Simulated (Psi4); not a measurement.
## Run report: SiNH₃Cl, geometry relaxation (part 2 of 2)

SiNH₃Cl, multiplicity 2; PBE0/6-31+G*, UKS, dispersion D4 (Psi4 1.11). The geometry comes from this level: PBE0-D4/def2-TZVP.

Geometry of the input (Å):
```
N  -1.1207  -0.6193  -0.5158
Si 0.3277  0.0831  0.1431
Cl 1.5322  -1.4054  0.8549
H  -1.7614  0.0868  -0.8877
H  1.0729  0.8087  -0.9165
H  -0.0086  0.9821  1.2759
```

The program's output, continued
```
	total time  =          6 seconds =       0.10 minutes

         ------------------------------------------------------------
                                   SCF GRAD
         ------------------------------------------------------------

  ==> Geometry <==

    Molecular point group: c1
    Full point group: C1

    Geometry (in Angstrom), charge = 0, multiplicity = 2:

       Center              X                  Y                   Z               Mass
    ------------   -----------------  -----------------  -----------------  -----------------
         N           -1.710366800476     0.050996226661    -0.847692935236    14.003074004430
         SI          -0.250456575499     0.759452112367    -0.183602532679    27.976926534650
         CL           0.955948606859    -0.740136351214     0.530067697885    34.968852682000
         H           -2.361408144072     0.749880087900    -1.224117415990     1.007825032230
         H            0.496817098832     1.483188263085    -1.245328427959     1.007825032230
         H           -0.587251120954     1.656971104922     0.952399018884     1.007825032230

  Nuclear repulsion =  139.775272345402868

  ==> Basis Set <==

  Basis Set: 6-31+G*
    Blend: 6-31+G*
    Number of shells: 34
    Number of basis functions: 71
    Number of Cartesian functions: 71
    Spherical Harmonics?: false
    Max angular momentum: 2

  ==> DFJKGrad: Density-Fitted SCF Gradients <==

    Gradient:                    1
    J tasked:                  Yes
    K tasked:                  Yes
    wK tasked:                  No
    Integrals threads:           1
    Memory [MiB]:             1144
    Schwarz Cutoff:          1E-12
    Fitting Condition:       1E-10

   => Auxiliary Basis Set <=

  Basis Set: (6-31+G* AUX)
    Blend: HEAVY-AUG-CC-PVDZ-JKFIT
    Number of shells: 135
    Number of basis functions: 476
    Number of Cartesian functions: 476
    Spherical Harmonics?: false
    Max angular momentum: 3

  ==> DFT Potential <==

   => LibXC <=

    Version 7.1.2

   => Composite Functional: PBE0-D4BJEEQATM <=

    PBE0-d4bjeeqatm Hyb-GGA Exchange-Correlation Functional

    Deriv               =              1
    GGA                 =           TRUE
    Meta                =          FALSE

    Exchange Hybrid     =           TRUE
    MP2 Hybrid          =          FALSE

   => Exchange Functionals <=

    0.7500   Perdew, Burke & Ernzerhof

   => Exact (HF) Exchange <=

    0.2500               HF

   => Correlation Functionals <=

    1.0000   Perdew, Burke & Ernzerhof

   => LibXC Density Thresholds  <==

    XC_HYB_GGA_XC_PBEH:  1.00E-15

   => Molecular Quadrature <=

    Radial Scheme          =       TREUTLER
    Pruning Scheme         =           NONE
    Nuclear Scheme         =       TREUTLER

    Blocking Scheme        =         OCTREE
    BS radius alpha        =              1
    Pruning alpha          =              1
    Radial Points          =             75
    Spherical Points       =            302
    Total Points           =         131526
    Total Blocks           =           1053
    Max Points             =            256
    Max Functions          =             70
    Weights Tolerance      =       1.00E-15

  -Total Gradient:
     Atom            X                  Y                   Z
    ------   -----------------  -----------------  -----------------
       1       -0.000120239097    -0.000027938363    -0.000056847229
       2       -0.000012863173     0.000067528862    -0.000012057587
       3        0.000026212215     0.000073786096     0.000007449316
       4       -0.000040832673     0.000111368100    -0.000028972264
       5        0.000021701638    -0.000071258728     0.000032743774
       6        0.000034778361    -0.000073986404     0.000006390419

	total time  =          2 seconds =       0.03 minutes
```

Trajectory as extended XYZ (Å, eV, eV/Å), 14 frames, from step=0 to step=13
```
6
Properties=species:S:1:pos:R:3:forces:R:3 step=0 energy=-21928.80606
N    -1.1207   -0.6193   -0.5158   -0.1840  -0.1621  -0.0780
Si    0.3277    0.0831    0.1431    0.1925   0.1925   0.0793
Cl    1.5322   -1.4054    0.8549    0.1216  -0.1463   0.0717
H    -1.7614    0.0868   -0.8877   -0.1240   0.0536  -0.0654
H     1.0729    0.8087   -0.9165    0.0151   0.0268  -0.0346
H    -0.0086    0.9821    1.2759   -0.0164   0.0319   0.0296
6
Properties=species:S:1:pos:R:3:forces:R:3 step=1 energy=-21928.80833
N    -1.1246   -0.6213   -0.5175   -0.0828  -0.0675  -0.0355
Si    0.3292    0.0862    0.1436    0.0683   0.0572   0.0290
Cl    1.5327   -1.4072    0.8553    0.0887  -0.0977   0.0516
H    -1.7644    0.0879   -0.8893   -0.0864   0.0218  -0.0444
H     1.0719    0.8094   -0.9176    0.0297   0.0379  -0.0421
H    -0.0101    0.9829    1.2757   -0.0126   0.0446   0.0440
6
Properties=species:S:1:pos:R:3:forces:R:3 step=2 energy=-21928.80943
N    -1.1288   -0.6225   -0.5195   -0.0108   0.0343  -0.0080
Si    0.3300    0.0892    0.1438   -0.0195  -0.0473  -0.0059
Cl    1.5339   -1.4092    0.8561    0.0402  -0.0322   0.0224
H    -1.7686    0.0896   -0.8915   -0.0313  -0.0266  -0.0133
H     1.0712    0.8115   -0.9197    0.0289   0.0315  -0.0283
H    -0.0120    0.9852    1.2762   -0.0026   0.0364   0.0358
6
Properties=species:S:1:pos:R:3:forces:R:3 step=3 energy=-21928.80964
N    -1.1301   -0.6219   -0.5202    0.0128   0.0372   0.0034
Si    0.3298    0.0895    0.1436   -0.0229  -0.0446  -0.0078
Cl    1.5347   -1.4098    0.8565    0.0206  -0.0103   0.0111
H    -1.7702    0.0899   -0.8923   -0.0282  -0.0236  -0.0121
H     1.0714    0.8128   -0.9207    0.0185   0.0175  -0.0105
H    -0.0126    0.9866    1.2767    0.0042   0.0197   0.0186
6
Properties=species:S:1:pos:R:3:forces:R:3 step=4 energy=-21928.80979
N    -1.1310   -0.6206   -0.5208    0.0129   0.0279   0.0041
Si    0.3292    0.0893    0.1434   -0.0030  -0.0122  -0.0005
Cl    1.5356   -1.4103    0.8570    0.0019   0.0077   0.0004
H    -1.7722    0.0900   -0.8933   -0.0220  -0.0213  -0.0092
H     1.0717    0.8144   -0.9217    0.0031  -0.0023   0.0127
H    -0.0131    0.9883    1.2774    0.0118  -0.0038  -0.0048
6
Properties=species:S:1:pos:R:3:forces:R:3 step=5 energy=-21928.80984
N    -1.1311   -0.6198   -0.5209    0.0087   0.0153   0.0031
Si    0.3290    0.0890    0.1433    0.0069   0.0051   0.0030
Cl    1.5358   -1.4103    0.8571   -0.0017   0.0092  -0.0015
H    -1.7732    0.0895   -0.8937   -0.0222  -0.0159  -0.0097
H     1.0718    0.8147   -0.9217   -0.0004  -0.0077   0.0178
H    -0.0130    0.9886    1.2774    0.0134  -0.0100  -0.0100
6
Properties=species:S:1:pos:R:3:forces:R:3 step=6 energy=-21928.80990
N    -1.1311   -0.6185   -0.5210   -0.0018  -0.0028  -0.0007
Si    0.3287    0.0884    0.1432    0.0166   0.0254   0.0062
Cl    1.5361   -1.4104    0.8572   -0.0050   0.0084  -0.0031
H    -1.7752    0.0883   -0.8946   -0.0177  -0.0102  -0.0080
H     1.0719    0.8148   -0.9214   -0.0011  -0.0112   0.0190
H    -0.0127    0.9887    1.2773    0.0137  -0.0136  -0.0109
6
Properties=species:S:1:pos:R:3:forces:R:3 step=7 energy=-21928.80997
N    -1.1312   -0.6174   -0.5211   -0.0074  -0.0153  -0.0024
Si    0.3287    0.0881    0.1432    0.0143   0.0300   0.0046
Cl    1.5362   -1.4105    0.8573   -0.0069   0.0066  -0.0039
H    -1.7776    0.0867   -0.8957   -0.0106  -0.0062  -0.0047
H     1.0720    0.8145   -0.9208    0.0032  -0.0089   0.0132
H    -0.0122    0.9883    1.2770    0.0119  -0.0103  -0.0042
6
Properties=species:S:1:pos:R:3:forces:R:3 step=8 energy=-21928.81001
N    -1.1313   -0.6170   -0.5212   -0.0070  -0.0169  -0.0021
Si    0.3289    0.0882    0.1432    0.0030   0.0191   0.0000
Cl    1.5362   -1.4107    0.8573   -0.0073   0.0049  -0.0040
H    -1.7795    0.0851   -0.8965   -0.0025  -0.0060  -0.0007
H     1.0721    0.8140   -0.9201    0.0096  -0.0026   0.0037
H    -0.0116    0.9877    1.2768    0.0087  -0.0024   0.0057
6
Properties=species:S:1:pos:R:3:forces:R:3 step=9 energy=-21928.81003
N    -1.1314   -0.6172   -0.5213   -0.0030  -0.0122  -0.0005
Si    0.3290    0.0884    0.1433   -0.0062   0.0060  -0.0035
Cl    1.5361   -1.4107    0.8572   -0.0068   0.0040  -0.0037
H    -1.7803    0.0842   -0.8968    0.0015  -0.0073   0.0013
H     1.0725    0.8136   -0.9197    0.0128   0.0022  -0.0023
H    -0.0110    0.9873    1.2768    0.0061   0.0033   0.0112
6
Properties=species:S:1:pos:R:3:forces:R:3 step=10 energy=-21928.81005
N    -1.1314   -0.6177   -0.5212    0.0018  -0.0053   0.0013
Si    0.3291    0.0887    0.1433   -0.0124  -0.0062  -0.0056
Cl    1.5359   -1.4107    0.8572   -0.0057   0.0028  -0.0031
H    -1.7808    0.0832   -0.8970    0.0041  -0.0089   0.0027
H     1.0731    0.8132   -0.9193    0.0133   0.0059  -0.0064
H    -0.0103    0.9869    1.2772    0.0035   0.0075   0.0136
6
Properties=species:S:1:pos:R:3:forces:R:3 step=11 energy=-21928.81008
N    -1.1313   -0.6185   -0.5211    0.0067   0.0019   0.0031
Si    0.3292    0.0890    0.1434   -0.0135  -0.0144  -0.0055
Cl    1.5358   -1.4106    0.8571   -0.0040   0.0005  -0.0020
H    -1.7813    0.0818   -0.8971    0.0051  -0.0094   0.0032
H     1.0744    0.8129   -0.9188    0.0100   0.0080  -0.0079
H    -0.0092    0.9866    1.2779    0.0004   0.0095   0.0117
6
Properties=species:S:1:pos:R:3:forces:R:3 step=12 energy=-21928.81010
N    -1.1310   -0.6191   -0.5209    0.0081   0.0042   0.0037
Si    0.3292    0.0892    0.1433   -0.0071  -0.0120  -0.0025
Cl    1.5356   -1.4104    0.8570   -0.0022  -0.0023  -0.0009
H    -1.7817    0.0803   -0.8972    0.0040  -0.0080   0.0026
H     1.0758    0.8128   -0.9185    0.0036   0.0066  -0.0054
H    -0.0081    0.9866    1.2788   -0.0017   0.0074   0.0052
6
Properties=species:S:1:pos:R:3:forces:R:3 step=13 energy=-21928.81011
N    -1.1308   -0.6192   -0.5208    0.0062   0.0014   0.0029
Si    0.3291    0.0892    0.1433    0.0007  -0.0035   0.0006
Cl    1.5355   -1.4104    0.8570   -0.0014  -0.0038  -0.0004
H    -1.7818    0.0796   -0.8972    0.0021  -0.0057   0.0015
H     1.0764    0.8130   -0.9184   -0.0011   0.0037  -0.0017
H    -0.0077    0.9867    1.2793   -0.0018   0.0038  -0.0003
```

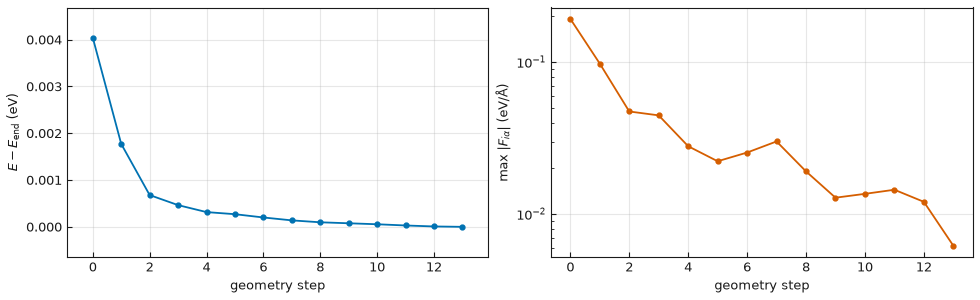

**Figure 1.** Progress of the relaxation, step by step (steps are counted from 0).

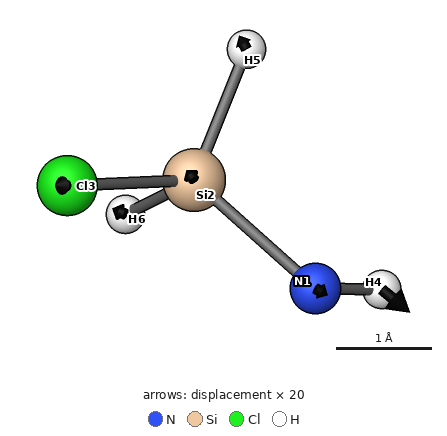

**Figure 2.** The starting structure with the displacements as black arrows, magnified 20 times (ball-and-stick view, seen at a tilt). The two geometries are laid on each other by the best rigid fit. After 13 geometry steps the energy has fallen by 0.004 eV. Largest force component: 0.19 eV/Å at the start, 0.0062 eV/Å at the end. H4 moves most after the best rigid fit: 0.020 Å. Largest moves by element: H 0.020 Å, Cl 0.010 Å, N 0.008 Å, Si 0.008 Å. Distances before and after: N1–Si2 1.739 → 1.753 Å, Si2–Cl3 2.043 → 2.053 Å. (Atoms are counted from 1 in the order of the input.)

Summary

```tsv
quantity	value
outcome	converged
total energy	−805.868907 hartree
dispersion energy	−0.003503 hartree
basis functions	71
⟨S²⟩	0.754
dipole moment	3.04 D
hardware	1 thread of Intel Xeon @ 2.90GHz (Ice Lake), 192 GiB of memory available, shared host
wall time	2.3 min
peak memory	0.71 GiB
```
